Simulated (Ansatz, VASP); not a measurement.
# MgO in two plane-wave programs

Aim: how closely do two programs agree when they are given the same cell, functional and k mesh?

Calculated with Ansatz 0.2.0; plane waves, with VASP 6.6.1 beside it; zone-centre phonons at LDA and relaxation of cell and atoms at r2SCAN with rVV10.

## 1. Starting point

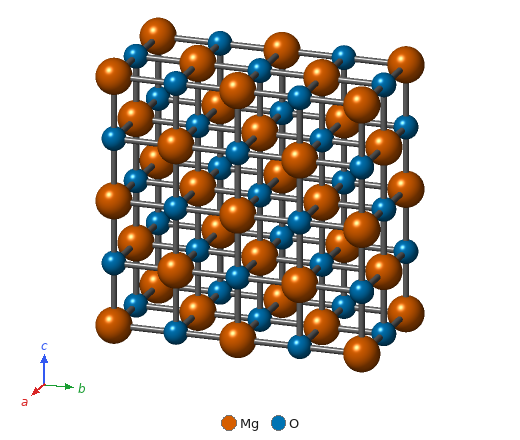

Start, viewed from a free direction; magnesium orange, oxygen blue. 1×2×2 cells are drawn. This picture shows the conventional cell, with its axes. Some periodic images of atoms are drawn too.

Structure file:

```cif
data_structure
_symmetry_space_group_name_H-M 'P 1'
_symmetry_Int_Tables_number 1
_cell_length_a 2.9317
_cell_length_b 2.9317
_cell_length_c 2.9317
_cell_angle_alpha 60.000
_cell_angle_beta 60.000
_cell_angle_gamma 60.000
_cell_volume 17.82
loop_
_atom_site_label
_atom_site_type_symbol
_atom_site_fract_x
_atom_site_fract_y
_atom_site_fract_z
_atom_site_occupancy
Mg1 Mg 0.00000 0.00000 0.00000 1
O2 O 0.50000 0.50000 0.50000 1
```

## 2. Ansatz: zone-centre phonons, LDA

Ansatz runs on its default PAW (the set named soft_2) files.

Second derivatives magnify differences that forces hide, and they need a tight electronic threshold.

input.yaml reads:

```yaml
crystal:
  lattice:
    - [0.0, 2.0730437084, 2.0730437084]
    - [2.0730437084, 0.0, 2.0730437084]
    - [2.0730437084, 2.0730437084, 0.0]
  atoms:
    - { symbol: Mg, position: [0.0, 0.0, 0.0] }
    - { symbol: O, position: [0.5, 0.5, 0.5] }
hamiltonian:
  xc: lda
  pseudopotentials: { kind: paw }
kpoints:
  mp_grid: { grid: [12, 12, 12] }
scf:
  occupations: { method: fixed }
phonons:
  method: dfpt
  qpoints: [[0, 0, 0]]
  dielectric: true
  rigid_motions: translations
```

Command:

```
ansatz run input.yaml --threads 4 --pin off --max-ram 9216MiB --backend cpu --events-out ev --progress --plain --runs-dir out
```

Numbers of over 12 decimals in the logs are rounded to 6 here.

Output:

```text
Engine: ansatz 0.2.0, aarch64-unknown-linux-gnu
Pseudopotentials: kind: paw
Pseudopotential: Mg, paw, valence charge 10, recommended cutoff 420 eV (normal), Mg.paw.azcp
Pseudopotential: O, paw, valence charge 6, recommended cutoff 420 eV (normal), O.paw.azcp
Functional definition: SPW92
  exchange = slater_x
  correlation = pw_c
Crystal: 2 atoms, lattice volume = 17.818 Å³
Basis set: ecut = 420 eV, 339 PW (Γ), exchange–correlation on 40×40×40 points (8 copies of the dense FFT grid, shifted against one another)
Bands: 12, of which v1, the nominal top of the filled ones, is band 8 counted from 1 (7 counted from 0)
Symmetry: 48 space group operations
k-points: 163 of 1728 (irreducible under 8 space group operations, time reversal used)
Non-local potential: Mg, projectors of the file, l = 0: 3, l = 1: 2, l = 2: 1
Non-local potential: O, projectors of the file, l = 0: 2, l = 1: 2, l = 2: 1
PAW form: soft (Blöchl's): semilocal exchange-correlation on the pseudo side does not see the compensation charge
PAW frozen core: Mg, regenerated for the run's functional, and the local potential with it (the file was generated under x = pbe(κ = 0.804, μ = 0.219515), c = pbe(β = 0.066725))
PAW frozen core: O, regenerated for the run's functional, and the local potential with it (the file was generated under x = pbe(κ = 0.804, μ = 0.219515), c = pbe(β = 0.066725))
PAW one-centre angular grid: Mg, 110 points (default); XC on 64 Gauss nodes
PAW one-centre angular grid: O, 110 points (default); XC on 64 Gauss nodes
Initial density: superposition of atomic densities (neutral atoms: chi_scale 0, normalization atom), corrected by the library's trained network
Initial wavefunctions: pseudopotential atomic-orbital guess
Functional: x = slater, c = lda
SCF iter   1: F=—  HF=-2460.082706 eV  |F-HF|=—  |Δ(HF+E_count)|=         —  Δρ=1.82e-2  dr2=4.63e-2  ethr=1.77e-3  ⟨swp⟩=4.7  Hψ=10332  notcnv=0  defer=271
preconditioner: auto → none  [insulator: Δε(μ)=4.979 eV  Ē_g=18.649 eV  n_scr=8 (ndim 8)  ℏωp=24.9 eV  f_vac=0.000  ε∞_Penn≈2.8]
SCF iter   2: F=—  HF=-2460.067609 eV  |F-HF|=—  |Δ(HF+E_count)|=   1.51e-2  Δρ=8.92e-3  dr2=7.25e-3  ethr=2.89e-4  ⟨swp⟩=2.5  Hψ=4077  notcnv=0  defer=324
SCF iter   3: F=—  HF=-2460.064929 eV  |F-HF|=—  |Δ(HF+E_count)|=   2.68e-3  Δρ=1.96e-3  dr2=3.78e-4  ethr=4.53e-5  ⟨swp⟩=2.0  Hψ=2883  notcnv=0  defer=324
SCF iter   4: F=—  HF=-2460.064715 eV  |F-HF|=—  |Δ(HF+E_count)|=   2.15e-4  Δρ=4.26e-4  dr2=1.42e-5  ethr=2.36e-6  ⟨swp⟩=2.1  Hψ=3313  notcnv=0  defer=293
SCF iter   5: F=—  HF=-2460.064706 eV  |F-HF|=—  |Δ(HF+E_count)|=   8.64e-6  Δρ=2.67e-5  dr2=7.70e-8  ethr=8.87e-8  ⟨swp⟩=2.0  Hψ=3084  notcnv=0
SCF iter   6: F=—  HF=-2460.064707 eV  |F-HF|=—  |Δ(HF+E_count)|=   1.24e-6  Δρ=2.35e-6  dr2=5.18e-10  ethr=4.81e-10  ⟨swp⟩=2.8  Hψ=3449  notcnv=0
SCF iter   7: F=-2460.064707 eV  HF=-2460.064707 eV  |F-HF|=1.36e-12  |Δ(HF+E_count)|=  2.59e-11  Δρ=7.56e-8  dr2=6.27e-13  ethr=1.00e-12  ⟨swp⟩=6.6  Hψ=9315  notcnv=0
SCF 1 converged in 7 iterations: F = -2460.064707 eV  dr2 = 6.27e-13
  greatest PAW one-centre occupation: 1.000 electrons in one spin orbital (limit 2), on the Mg atom at site 0 (counted from 0), in its partial waves of l = 1
NSCF: frozen V_eff on 1 k-points
DFPT response loops at Γ: preconditioner auto → none (the input reference at scf.mixing.eps_inf says where Resta's filter doesn't serve); β = 0.50; Broyden in place of MSR1
SCF converged after 7 iterations
Free energy (F): -2460.064707 eV
Harris-Foulkes:  -2460.064707 eV  (|F-HF|=1.36e-12)
Internal energy: -2460.064707 eV  (E = F + TS)
E sigma→0 (E₀):  -2460.064707 eV
Fermi energy:    8.363442 eV
--- Per-component energies (eV) ---
  E_band       = -285.624495
  E_kinetic    = 256.059849
  E_local      = -1571.298391  (includes V_loc(G=0)·N_el)
  E_nonlocal   = 145.639380
  E_hartree    = 541.268193
  E_xc         = -104.128035
  E_vxc        = -134.406338  (∫ρ·V_xc dr)
  E_paw        = -417.972020  (= ΣΔE_a)
  E_vpaw       = -64.158035  (= ΣTr[D̂ρ^β])
  E_aug_tail   = 0.002644  (compensation charges beyond the density's cutoff)
  E_ewald      = -1309.883729
  E_core_change = 0.247401  (= ΣΔE_core)
  E_smearing   = -0.000000  (= −TS)
  E_closure    = 0.000000  (closes the sum)
  Σ components = -2460.064707   (vs F -2460.064707, Δ=0.00e0)
--- Band table (eV; the first three rows and the last of 163) ---
  k-point 0: bands = [... 4 lower, -8.8907, 8.3634, 8.3634, 8.3634, 13.4951, 24.1689, 24.1689, 24.1689]
  k-point 1: bands = [... 4 lower, -8.8045, 7.8832, 8.3113, 8.3113, 13.9423, 23.2147, 24.3499, 24.3499]
  k-point 2: bands = [... 4 lower, -8.5601, 6.8032, 8.1721, 8.1721, 14.8919, 21.8588, 24.7854, 24.7854]
  k-point 162: bands = [... 4 lower, -7.0523, 5.2270, 5.2270, 6.4709, 20.1386, 20.1386, 20.8214, 24.2532]
--- Phonons (Γ-DFPT): 2 representative perturbations + reference, on 163 of 1728 k-points (Σ response iterations 6) ---
  k mesh reduced under 8 symmetry operations, with k and −k counted as one. Each operation leaves every solved perturbation unchanged. A smaller set is not considered because the run solves the response to a homogeneous field
  ASR residual: 5.796e-5 → 0.000e0 eV/Å²; symmetrization residual: 1.716e-6 eV/Å²
  ASR residual per site (eV/Å²): 1.33e-5 5.80e-5
  Γ frequencies (cm⁻¹): 0.00 0.00 0.00 417.48 417.48 417.48
  ε∞ (high-frequency dielectric tensor):
        3.172898    -0.000000     0.000000
       -0.000000     3.172898    -0.000000
        0.000000     0.000000     3.172898
  ε⁰ (static dielectric tensor: ions relaxed, cell fixed):
        9.500905     0.000000     0.000000
        0.000000     9.500905     0.000000
       -0.000000     0.000000     9.500905
  ε⁰ − ε∞ (ionic part):
        6.328007     0.000000    -0.000000
        0.000000     6.328007     0.000000
       -0.000000     0.000000     6.328007
  softest optical mode at Γ: 417.48 cm⁻¹; the repairs (sum rule, projections) moved no ω² at Γ by more than (1.08 cm⁻¹)²
  Born effective charges Z* (e; rows j = field, columns β = displacement):
    site 0:
         1.96295    0.00000   -0.00000
         0.00000    1.96295    0.00000
         0.00000   -0.00000    1.96295
    site 1:
        -1.96295   -0.00000    0.00000
        -0.00000   -1.96295    0.00000
         0.00000    0.00000   -1.96295
  Z* charge neutrality: 8.233e-6 e pre-enforcement
  k-mesh period / interband length: 35.2 Å / 1.38 Å = 25.44 at k = (0.0000, 0.0000, 0.0000), direct gap 5.132 eV — 14 or more, which is no proof of convergence
  optical modes at Γ without the LO–TO term, one row a degenerate level:
      ω (cm⁻¹)  modes    IR ((D/Å)²/amu)
        417.48      3            27.6416
  optical modes at Γ + LO–TO along q̂ = [1.0000, 0.0000, 0.0000]:
      ω (cm⁻¹)  modes    IR ((D/Å)²/amu)
        417.48      2            18.4277
        722.43      1             9.2139
  optical modes at Γ + LO–TO along q̂ = [0.0000, 1.0000, 0.0000]:
      ω (cm⁻¹)  modes    IR ((D/Å)²/amu)
        417.48      2            18.4277
        722.43      1             9.2139
  optical modes at Γ + LO–TO along q̂ = [0.0000, 0.0000, 1.0000]:
      ω (cm⁻¹)  modes    IR ((D/Å)²/amu)
        417.48      2            18.4277
        722.43      1             9.2139
--- Phonons (arbitrary-q DFPT): 1 explicit q-point ---
  q = [0, 0, 0] (of the zone-centre solve; hermiticity 5.55e-7, symmetrization 3.76e-14): 0.00 0.00 0.00 417.48 417.48 417.48
  sum rule: each row above includes the acoustic sum rule's correction from the zone centre's row sums; it moved no ω² by more than (0.99 cm⁻¹)²
```

Wall time 3.3 s (4 threads of Arm Neoverse V2, shared host); peak memory 0.29 GiB; 12 s of CPU time.

(Part 1 of 3 ends here.)

[Lines on the potential files, build, host, timing and source positions are cut from VASP's logs without a mark.]

[Logs are printed without paths, hosts, clocks, repeated set-up lines and the standing remarks that a program may print on its own settings, such as how far it seeks lower states.]

[Hosts, paths, dates, database ids (printed as entryN), source tags and the programs' standing remarks are cut or masked in the printed files.]
